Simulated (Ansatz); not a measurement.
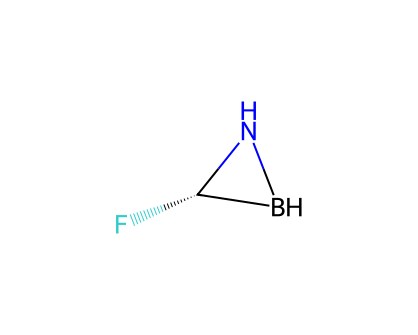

2D structure.

Write the SMILES.

Answer. F[C@H]1BN1

Give the formula, hydrogens included.

Answer. CH3BFN.

An optimisation with PBE0-D4/def2-TZVP gave a structure of which point group?

Answer. C1.

More results for the same structure follow; atom numbers are the same in all pictures, views and colours differ. Computed geometry: PBE0-D4/def2-TZVP optimisation.

### Dipole moment

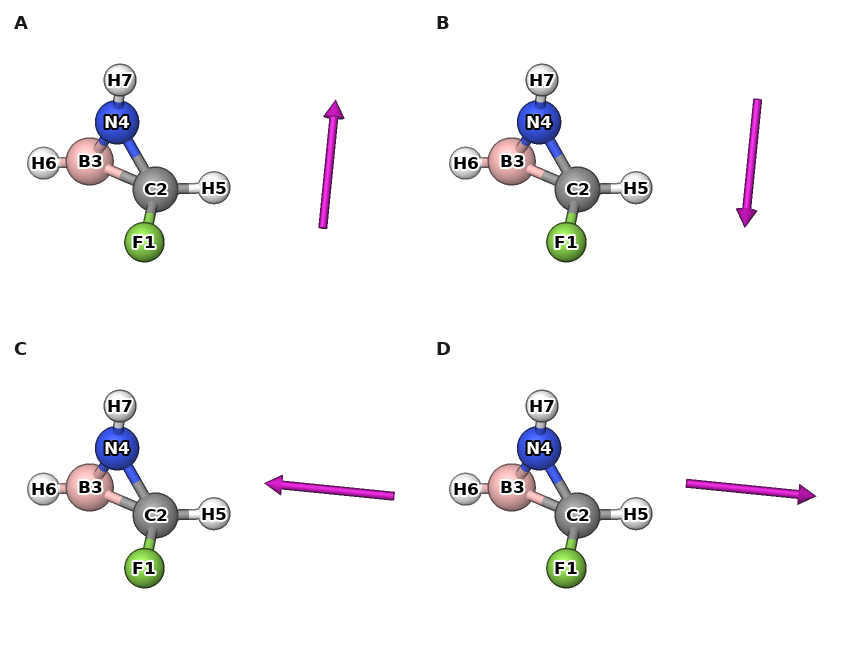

The same molecule four times, each with an arrow. Level of theory: RKS ωB97M-V/def2-TZVPP (Ansatz 0.2.0).

Which arrow points along the dipole moment, from the negative to the positive end?

Answer. A. The dipole moment is 2.33 D; it points from the side of F1 to the side of H7 (the outermost atoms at the two ends).

### Charges

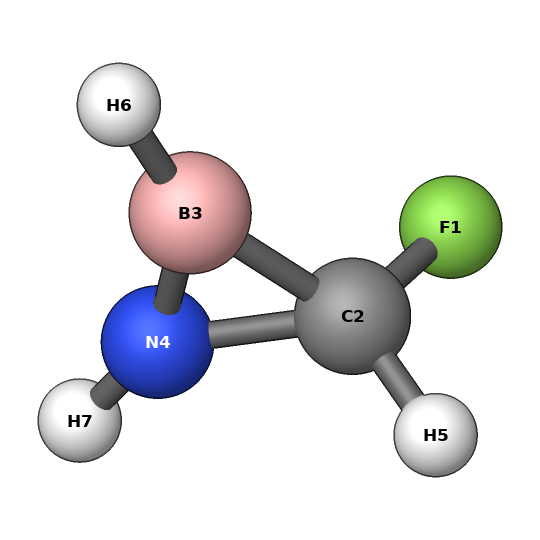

The questions are on Mulliken charges. Level of theory: RKS ωB97M-V/def2-TZVPP (Ansatz 0.2.0).

List the Mulliken charges.

```tsv
atom	value (e)
F1	−0.24
C2	0.11
B3	−0.11
N4	−0.12
H5	0.11
H6	0.10
H7	0.14
```

### Vibrations

Harmonic vibrations computed with RKS PBE0-D4/def2-TZVP (Ansatz 0.2.0) at a stationary point of the same level.

List the wavenumbers.

Answer. 15 modes: 346, 466, 559, 780, 823, 937, 966, 1040, 1060, 1239, 1344, 1490, 2765, 3145, 3634 cm⁻¹.

### Electronic properties

Properties computed with RKS BHLYP-D4/def2-TZVPP (Ansatz 0.2.0).

What does the calculation give?

- HOMO energy (Kohn–Sham orbital): −9.36 eV
- LUMO energy (Kohn–Sham orbital): 0.73 eV
- HOMO–LUMO gap: 10.09 eV
- dispersion correction: −9.6 kJ/mol

Mulliken values depend strongly on the basis set and can even reverse the polarity of a bond.
